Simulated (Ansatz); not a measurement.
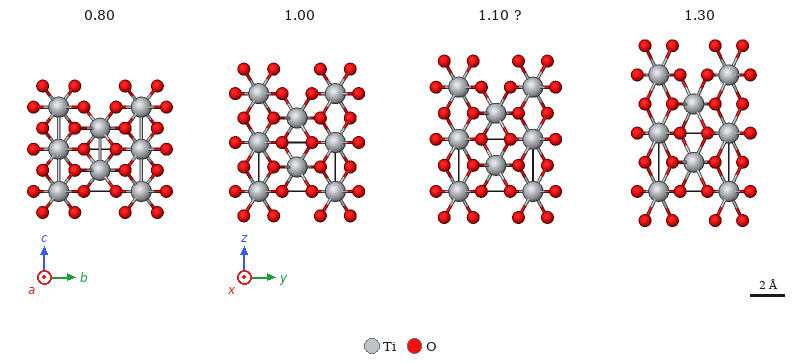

A scan of crystalline TiO2 (P4_2/mnm): the ratio of the cell's length along z to its lengths across, counted as 1 for the reference, is changed at fixed volume (a c/a path), with the atoms kept at their fractional coordinates. x, y and z are the Cartesian axes of the input. Style: ball-and-stick. Shown: the cell of the calculation, repeated 2 × 1 × 2 with one cell outlined, along the a axis.

Method: DFT PBE, scalar-relativistic, plane waves, PAW in Ansatz. (plane-wave cutoff 420 eV; k-point mesh 8 × 8 × 10; occupations gaussian; smearing width 0.05 eV; no spin polarisation). Energies (free energies at the smearing named) are counted from the relaxed crystal.

| axial ratio over its reference value | ΔE (meV/atom) |
| --- | --- |
| 0.80 | 351 |
| 0.85 | 178 |
| 0.92 | 44 |
| 0.96 | 10 |
| 1.00 | 0 |
| 1.05 | 13 |
| 1.10 | ? |
| 1.20 | 158 |
| 1.30 | 307 |

**One row is withheld. What is its energy?**

A straight line between the two neighbours gives 61 meV/atom. A cubic through the four nearest rows (1.00, 1.05, 1.20, 1.30) gives, with Lagrange weights, (−0.3333)(0) + (1.0667)(13) + (0.3333)(158) + (−0.0667)(307) = 46 meV/atom. The calculation gives 47 meV/atom, so the cubic is 1 meV/atom too low and the straight line 14 meV/atom too high, as the curve bends upwards here.

The whole profile:

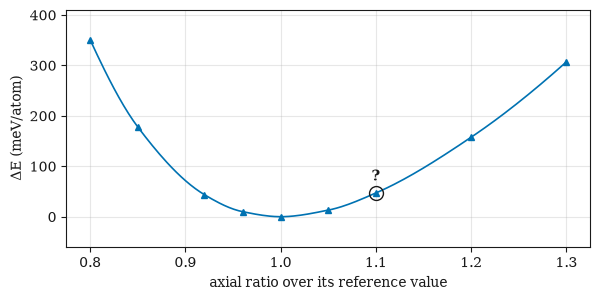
